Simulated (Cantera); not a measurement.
Input: 1 mol C2H4, 28 mol H2, 6.8 mol N2, held at 0.0230 bar.

Cantera equilibrium calculation (NASA polynomials, part measured and part estimated; ideal gas, pure solids and liquids). Candidate condensed phases: C, C6H6, C7H8, C8H18; 110 gas species. Ions and electrons are included (thermal ionisation). Kinetics and transport are ignored.

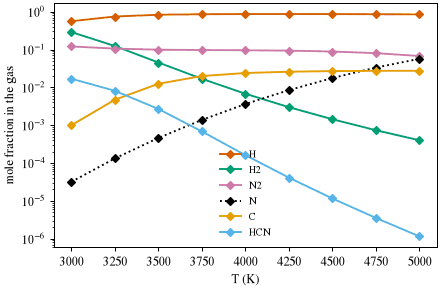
Fig. 1. Equilibrium gas composition (values under 1e-9 drawn at 1e-9)

From 3000 K to 5000 K nothing is condensed. The main C-bearing gas is HCN at 3000 K and C at 5000 K.
